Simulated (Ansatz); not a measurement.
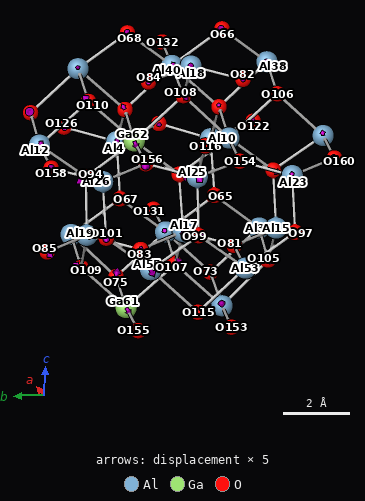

This is a relaxation of crystalline Al₆₀Ga₄O₉₆ (a generated structure, set up in P1). The starting structure is drawn; purple arrows show the displacements, 5 times their true length.

The picture is a ball-and-stick view of the atoms within 5.0 Å of the atom that moves most (axes of the cell of the calculation), seen from a free direction.

All numbers below come from DFT, PBEsol, PAW, plane waves in Ansatz 0.2.0. (plane-wave cutoff 420 eV; k-point mesh 1 × 1 × 1; mesh shifted by (0.5, 0.5, 0.5); no spin polarisation; cell relaxed at fixed alpha, beta, gamma; force threshold 0.03 eV/Å; at most 80 steps)

Question: Describe the change and its energy.

Answer: An O atom moves most relative to the cell: 0.11 Å along [1 −3 −1]. Largest moves by element: O 0.11 Å, Al 0.07 Å, Ga 0.06 Å. The drawn cell changes at constant volume: a 11.840 → 11.855 Å (+0.1 %), b 11.707 → 11.703 Å (0.0 %), c 11.291 → 11.284 Å (−0.1 %). Among the contacts that change: Ga–O 1.963 → 2.081 Å, Ga–O 1.899 → 1.991 Å, Al–O 2.078 → 2.009 Å, Ga–O 2.011 → 2.079 Å. Among the angles between lasting bonds that change: Al–O–Al 119.6° → 126.4°, Al–O–Ga 125.7° → 120.2°, O–Al–O 103.0° → 108.1°. The space group stays P1 (No. 1). Over 5 geometry steps the energy falls by 2.651 eV per cell of the calculation. The largest force component goes from 2.6 to 0.0077 eV/Å. Pressure: 0.78 GPa at the start and 0.00 GPa at the end. The run took 6.5 s on 1 × NVIDIA GB200 with 8 threads of Arm Neoverse-V2, peak memory 2.1 GiB.
